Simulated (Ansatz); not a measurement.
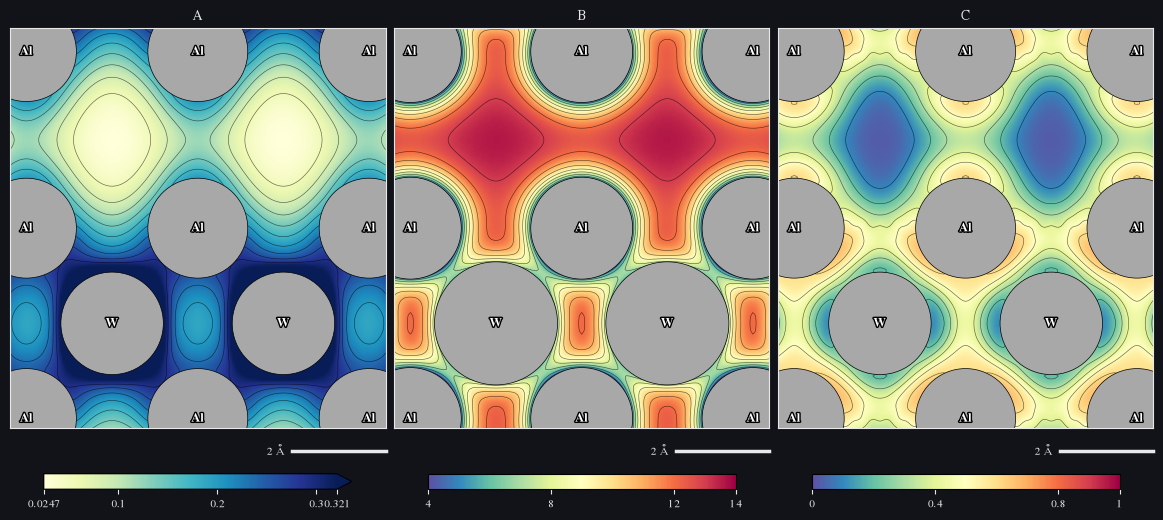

Al6W: 3 fields on the (11̄0) plane of the conventional cell, with unlabelled colour scales. Grey discs cover the atomic cores.

Space group P4/mmm; a generated structure, not necessarily the stable one; changed on purpose from its base cell (volume × 0.94, shape and atoms relaxed); computed pressure about 8 GPa in this cell.

Level of theory: DFT PBE, scalar-relativistic, plane waves, PAW in Ansatz.

```cif
data_structure
_symmetry_space_group_name_H-M 'P 1'
_symmetry_Int_Tables_number 1
_cell_length_a 5.5282
_cell_length_b 5.5282
_cell_length_c 3.6509
_cell_angle_alpha 90.000
_cell_angle_beta 90.000
_cell_angle_gamma 90.000
_cell_volume 111.57
loop_
_atom_site_label
_atom_site_type_symbol
_atom_site_fract_x
_atom_site_fract_y
_atom_site_fract_z
_atom_site_occupancy
Al1 Al 0.75938 0.75938 0.00000 1
Al2 Al 0.24062 0.24062 0.00000 1
Al3 Al 0.24062 0.75938 0.00000 1
Al4 Al 0.75938 0.24062 0.00000 1
Al5 Al 0.50000 0.00000 0.50000 1
Al6 Al 0.00000 0.50000 0.50000 1
W1 W 0.50000 0.50000 0.50000 1
```

The panels show electron localisation function, electrostatic potential energy of an electron and valence pseudo-density in some order. Assign them.

Panel A: valence pseudo-density. Panel B: electrostatic potential energy of an electron (low next to the atoms, rising into the space between them). Panel C: electron localisation function. From the grid: Al–W (2.73 Å): ρ is about 0.33 e/Å³ halfway; the ELF is about 0.45 at the midpoint.
